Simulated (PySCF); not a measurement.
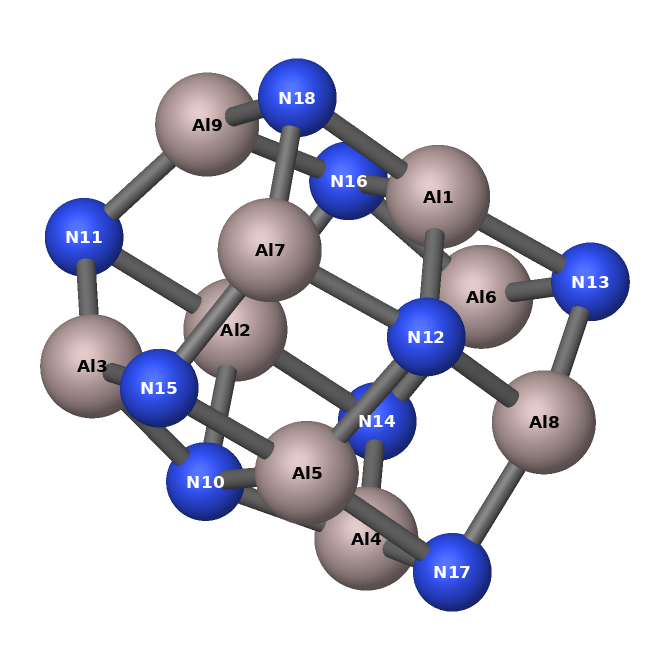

Every bond is drawn as one stick. The computed structure is the end point of a GFN2-xTB optimisation. No frequency run is at hand to confirm it as a minimum. Computed with PBE0/6-31G* (PySCF 2.14.0).

Question: Which bond has the lowest Mayer bond order?

Answer: Al1–N12 and Al1–N16 and Al2–N10 and Al2–N16 and Al5–N10 and Al5–N12, 0.58, at 1.950 Å.

List the Mayer bond orders of Al1–N12, Al1–N13, Al3–N10, Al3–N11 (one bond of each equivalent set).

```json
{"bond": "Al1–N12", "Mayer order": "0.58", "length (Å)": "1.950"}
{"bond": "Al1–N13", "Mayer order": "0.73", "length (Å)": "1.997"}
{"bond": "Al3–N10", "Mayer order": "0.76", "length (Å)": "1.908"}
{"bond": "Al3–N11", "Mayer order": "1.07", "length (Å)": "1.821"}
```

The geometry is semi-empirical. Around Al such bond lengths and angles can be off by a tenth of an ångström or more and by several degrees, and values that hang on the shape move with them.
